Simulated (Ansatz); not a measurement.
# F3HZr: the cost of one run

The runs use Ansatz 0.2.0, Gaussian basis; PBE0-D4/def2-TZVP structures, single points in def2-TZVPP, no counterpoise correction.

Levels: SPW92, PBE-D4, BLYP-D4, r2SCAN-D4, B97M-V, PBE0-D4, B3LYP-D4, r2SCAN0-D4, BHLYP-D4, CAM-B3LYP-D4, wB97X-V, wB97M-V, B2PLYP, PBE-QIDH, RPA on PBE, Hartree-Fock, MP2, CCSD, CCSD(T).

Correlated methods freeze the cores. Core potentials replace the inner electrons past krypton, and spin-orbit coupling is left out. B3LYP uses VWN-RPA correlation. B2PLYP carries no dispersion term here.

88 further runs of the same task are left out: 88 set aside as unsound or not needed. Runs told in other sessions of the task aren't counted.

## (1) Where the work starts

The complex: 8 atoms, charge 0, spin multiplicity 1.

Atoms are counted from 1 here; the program's logs count them from 0.

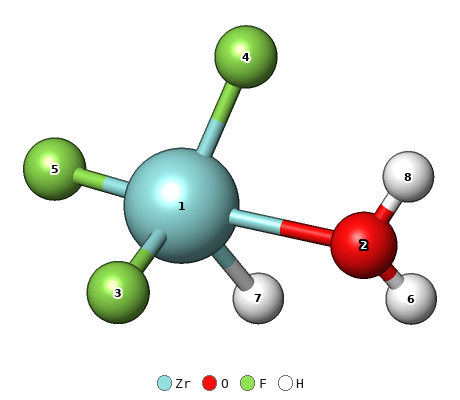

Start geometry, drawn with zirconium light teal, oxygen red, fluorine green, hydrogen white; atoms are numbered from 1 in the order of the file.

Geometry (Å):

```mol
F3H3OZr
  3D, bonds by distance, orders not assigned

  8  7  0  0  0  0  0  0  0  0999 V2000
   -0.6593   -0.2522   -0.5639 Zr  0  0
    1.1362    0.0784    0.9475 O   0  0
    0.0477   -1.9925   -0.8441 F   0  0
   -1.5064    0.1442    1.1154 F   0  0
   -2.0970   -0.0993   -1.7939 F   0  0
    1.8271    0.6774    0.6489 H   0  0
    0.4106    1.0736   -1.3268 H   0  0
    0.8413    0.3704    1.8168 H   0  0
  1  2  8  0
  1  3  8  0
  1  4  8  0
  1  5  8  0
  1  7  8  0
  2  6  8  0
  2  8  8  0
M  END
```

Its parts: ZrHF₃ holds atoms 1, 3, 4, 5, 7; H₂O holds atoms 2, 6, 8. Each part counts its atoms afresh in its own runs.

## (2) Relaxing ZrHF₃ alone

The input, relax-a/in.yaml:

```yaml
crystal:
  periodic: [false, false, false]
  atoms:
    - {symbol: Zr, position_ang: [-0.659307, -0.252208, -0.563921]}
    - {symbol: F, position_ang: [0.047666, -1.992529, -0.844086]}
    - {symbol: F, position_ang: [-1.506368, 0.144201, 1.115371]}
    - {symbol: F, position_ang: [-2.096998, -0.099346, -1.793915]}
    - {symbol: H, position_ang: [0.410567, 1.073647, -1.326762]}
basis:
  gaussian: {orbitals: def2-TZVP}
hamiltonian: {xc: pbe0, dispersion: d4}
relax: {f_tol: 0.005, max_steps: 200}
```

Run with:

```console
ansatz run in.yaml --threads 8 --pin off --events-out ev --progress --plain --max-ram 19148MiB
```

**Question.** How long does this run take on 8 threads of AMD EPYC 9R45, shared host?

About 2.1 s.
